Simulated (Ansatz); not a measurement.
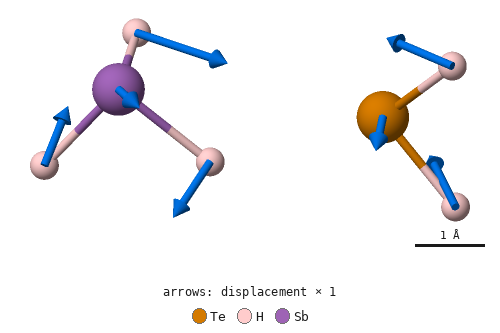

This is a relaxation of SbH$_{5}$Te. The starting structure is drawn; blue arrows show the displacements, at their true length. The two geometries are superimposed by the best rigid fit.

The picture is a ball-and-stick view, seen at a tilt.

All numbers below come from RKS PBE0-D4/def2-TZVP in Ansatz.

Input
```yaml
crystal:
  periodic: [false, false, false]
  atoms:
    - {symbol: Te, position_ang: [0.129361, 0.130628, -2.284033]}
    - {symbol: H, position_ang: [0.638736, 0.856872, -3.712405]}
    - {symbol: H, position_ang: [-0.758413, -0.971586, -3.190714]}
    - {symbol: Sb, position_ang: [0.672204, 0.207933, 2.046895]}
    - {symbol: H, position_ang: [-0.552327, -0.562901, 1.091548]}
    - {symbol: H, position_ang: [-0.521839, 1.267727, 2.722811]}
    - {symbol: H, position_ang: [0.392278, -0.928674, 3.325898]}
basis:
  gaussian: {orbitals: def2-TZVP}
hamiltonian: {xc: pbe0, dispersion: d4}
relax: {f_tol: 0.005, max_steps: 200}
```

Run as
```bash
ansatz run in.yaml --threads 4 --pin off --events-out ev --progress --plain --max-ram 9574MiB
```

Q: What happened in the run?

A: The largest move after the best rigid fit is that of H6, 1.68 Å. By element the largest moves are H 1.68 Å, Te 0.63 Å, Sb 0.53 Å. Some distances before and after: Sb4–H5 1.734 → 1.706 Å, Te1–H2 1.681 → 1.656 Å, Sb4–H7 1.734 → 1.715 Å. After 46 accepted moves (53 points after the start) the energy has fallen by 0.077 eV. The largest force component goes from 0.66 to 0.0027 eV/Å. The line search rejected the trial steps at points 4, 13, 16, 18, 23, 30, 33 of the run.

Limits of the set-up: the start holds two separate molecules, 3.5 Å apart at their closest, whose relative position is a soft coordinate.
